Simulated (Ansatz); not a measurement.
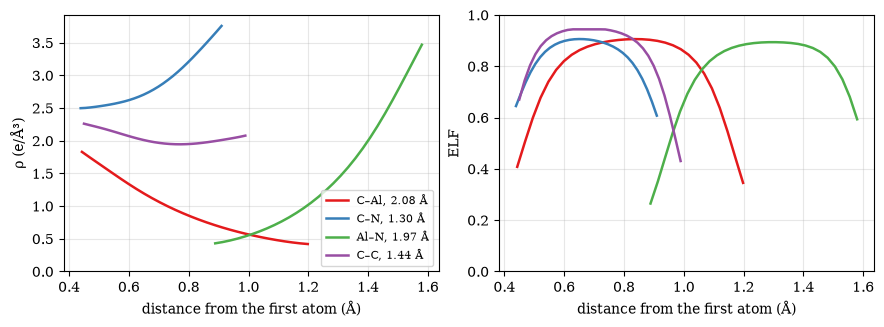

*C₂H₆AlN. Total electron density and electron localisation function along straight lines between neighbouring atoms. The curves leave out the atomic cores.*

Geometry: PBE0-D4/def2-TZVP.

These are results of RKS PBE0-D4/def2-TZVPP (Ansatz), not measurements.

Input file:

```
crystal:
  periodic: [false, false, false]
  atoms:
    - {symbol: N, position_ang: [-1.214756, 0.267314, -0.076958]}
    - {symbol: C, position_ang: [-0.415540, -0.311087, -0.922709]}
    - {symbol: C, position_ang: [0.818687, -0.761061, -0.335831]}
    - {symbol: Al, position_ang: [0.324294, 0.674724, 1.090914]}
    - {symbol: H, position_ang: [-2.110864, 0.596311, -0.406160]}
    - {symbol: H, position_ang: [-0.636248, -0.329806, -1.995456]}
    - {symbol: H, position_ang: [0.667091, -1.628114, 0.312622]}
    - {symbol: H, position_ang: [1.658944, -0.908621, -1.004745]}
    - {symbol: H, position_ang: [0.207717, 0.192644, 2.603668]}
    - {symbol: H, position_ang: [0.783675, 2.156499, 0.737557]}
basis:
  gaussian: {orbitals: def2-TZVPP}
hamiltonian: {xc: pbe0, dispersion: d4}
output: {orbitals: {seedname: orbitals}}
```

Command:

```sh
ansatz run in.yaml --threads 2 --pin off --events-out ev --progress --plain --max-ram 4352MiB
```

Q: Compare the contacts.

A: C–Al (2.08 Å): ρ at the midpoint is about 0.53 e/Å³; the ELF peaks at about 0.90 between the atoms; a polar covalent bond.
C–N (1.30 Å): ρ is about 2.7 e/Å³ halfway; the ELF peaks at about 0.90 between the atoms; a covalent bond.
Al–N (1.97 Å): ρ is about 0.54 e/Å³ halfway; the ELF peaks at about 0.90 in the valence shell of N, 0.7 Å from its nucleus, and is about 0.60 at the midpoint.
C–C (1.44 Å): ρ is about 2 e/Å³ halfway; the ELF peaks at about 0.95 between the atoms (localised, covalent bonding).
